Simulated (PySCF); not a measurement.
# CH3GaSe (SMILES [CH2]1[GaH][Se]1): MP2/cc-pV(T+d)Z

What is the vertical ionisation energy of CH3GaSe at MP2/cc-pV(T+d)Z? 

Program for the calculation: PySCF 2.14.0.

## Step 1: Starting point

CH3GaSe: 6 atoms, total charge 0, spin state singlet. As SMILES, `[CH2]1[GaH][Se]1`. The coordinates come from a PBE0-D4/def2-TZVP relaxation.

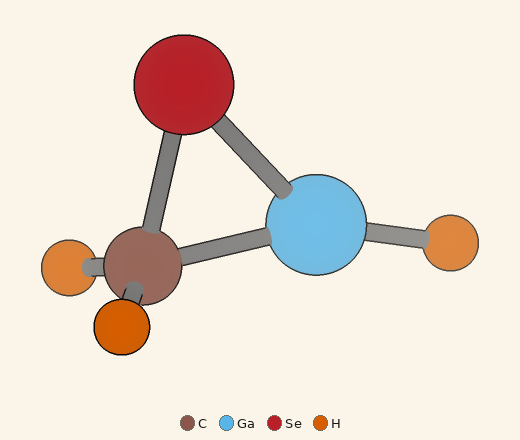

The structure, seen from a chosen angle (carbon brown, gallium blue, selenium red, hydrogen orange).

## Step 2: The energy at MP2/cc-pV(T+d)Z

Contents of input.py:

```python
from pyscf import gto, scf, mp

system = gto.M(
    atom=[
    ('C', (-0.101600, -0.241000, -0.785100)),
    ('Ga', (0.115600, 0.649600, 0.915900)),
    ('Se', (0.106200, -1.624600, 0.705500)),
    ('H', (-1.076400, -0.302200, -1.257300)),
    ('H', (0.718100, -0.287600, -1.494100)),
    ('H', (0.238100, 1.805900, 1.915100)),
],
    charge=0,
    verbose=3,
    max_memory=1860,
    basis='cc-pv(t+d)z',
)

mf = scf.RHF(system)
mf.conv_tol = 1e-10
mf.kernel()
if not mf.converged:
    mf = mf.newton().run(mf.mo_coeff, mf.mo_occ)

pt = mp.MP2(mf, frozen=19).run()
etot = pt.e_tot
print(f'total energy: {etot:.8f} hartree')
```

The run is started by

```
OMP_NUM_THREADS=1 python input.py
```

The log of the run:

```text
converged SCF energy = -4362.78350636081
E(RMP2) = -4363.33084136259  E_corr = -0.547335001776887
E(SCS-RMP2) = -4363.31092634598  E_corr = -0.527419985167095
total energy: -4363.33084136 hartree
```

Run time: 25 s. Hardware: 1 thread of Intel Xeon Platinum 8259CL at 2.50GHz (Skylake/Cascade Lake), shared host; peak memory 0.95 GiB.

## Step 3: The doublet cation, same level

Contents of input.py:

```python
from pyscf import gto, scf, mp

mol = gto.M(
    atom='''
C     -0.191996    -0.455424    -1.483624
Ga     0.218452     1.227566     1.730800
Se     0.200689    -3.070049     1.333202
H     -2.034101    -0.571075    -2.375953
H      1.357012    -0.543485    -2.823440
H      0.449944     3.412656     3.619015
''',
    charge=1,
    max_memory=1860,
    unit='bohr',
    spin=1,
    basis='cc-pv(t+d)z',
    verbose=4,
)

calc0 = scf.UHF(mol)
calc0.conv_tol = 1e-10
calc0.kernel()
if not calc0.converged:
    calc0 = calc0.newton().run(calc0.mo_coeff, calc0.mo_occ)

pt = mp.MP2(calc0, frozen=19).run()
etot = pt.e_tot
print('E = %.10f Eh' % etot)
```

The run is started by

```
OMP_NUM_THREADS=1 python input.py
```

The log of the run:

```text
PySCF version 2.14.0

[... 134 lines left out ...]
converged SCF energy = -4362.48884886512  <S^2> = 0.7941754  2S+1 = 2.043698
[... 1 line left out ...]
******** <class 'pyscf.mp.ump2.UMP2'> ********
nocc = (np.int64(18), np.int64(17)), nmo = (139, 139)
frozen orbitals 19
E(UMP2) = -4362.99922603942  E_corr = -0.510377174304033
E(SCS-UMP2) = -4362.98126506615  E_corr = -0.492416201035948
E_corr(same-spin) = -0.138503547841029
E_corr(oppo-spin) = -0.371873626463004
E = -4362.9992260394 Eh
```

Wall time 2.1 min (1 thread of Intel Xeon Platinum 8259CL at 2.50GHz (Skylake/Cascade Lake), shared host); peak memory 1.3 GiB.

## Step 4: Summary of results

At MP2/cc-pV(T+d)Z, 19 core orbitals frozen:

| quantity | value |
| --- | --- |
| singlet CH3GaSe: total energy | -4363.33084 Eh |
| singlet CH3GaSe: dipole moment (Hartree–Fock density) | 3.11 D |
| singlet CH3GaSe: HOMO energy (Hartree–Fock orbitals) | -8.87 eV |
| singlet CH3GaSe: LUMO energy (Hartree–Fock orbitals) | 1.16 eV |
| singlet CH3GaSe: HOMO–LUMO gap (Hartree–Fock orbitals) | 10.03 eV |
| singlet CH3GaSe: correlation energy (19 core orbitals frozen) | -547.3 mEh |
| doublet cation: total energy | -4362.99923 Eh |
| doublet cation: HOMO energy (Hartree–Fock orbitals) (highest over α and β) | -15.19 eV |
| doublet cation: LUMO energy (Hartree–Fock orbitals) (lowest over α and β) | -7.10 eV |
| doublet cation: correlation energy (19 core orbitals frozen) | -510.4 mEh |
| doublet cation: ⟨S²⟩ of the reference determinant | 0.794 |
| vertical ionisation energy (to the doublet cation) | 9.024 eV |

The vertical ionisation energy comes to 9.02 eV (871 kJ/mol). Mulliken charges (singlet CH3GaSe) of the mean-field density run from -0.31 on C1 to +0.38 on Ga2. Mulliken charges (doublet cation) of the mean-field density run from -0.16 on C1 to +0.54 on Ga2.
